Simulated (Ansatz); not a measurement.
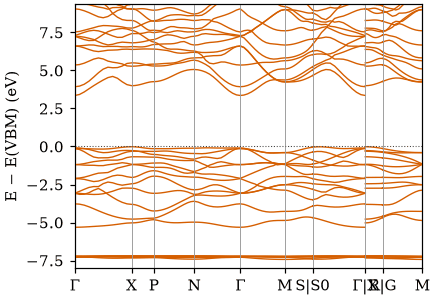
Figure. Band structure from r²SCAN in the plane-wave PAW code Ansatz

The gap is 3.36 eV; an edge lies off the plotted path or next to a special point (maximum off the standard path, minimum at Γ).

### Question
Which of these materials gives this?
A. Al2ZnTe4, I-4 (Al on 2d, Al on 2b, Zn on 2a, Te on 8g)
B. Al2CdS4, I-4 (Al on 2c, Al on 2b, Cd on 2a, S on 8g)
C. C, I4/mmm (C on 8h)
D. NaLaS2, I4_1/amd (Na on 4a, La on 4b, S on 8e)

### Answer
B, Al2CdS4, I-4 (Al on 2c, Al on 2b, Cd on 2a, S on 8g)

The workflow started from a Materials Project entry (that database holds measured and hypothetical structures alike); the Crystallography Open Database files this formula in space group No. 82, but the cells were not matched. Its standing as an ambient phase is unchecked. The r²SCAN relaxation kept the symmetry of its start; its stability against distortions is not shown here. Scalar-relativistic: spin–orbit coupling is off unless named, which matters more the heavier the elements.

Potentials: the later of the program's two PAW sets.
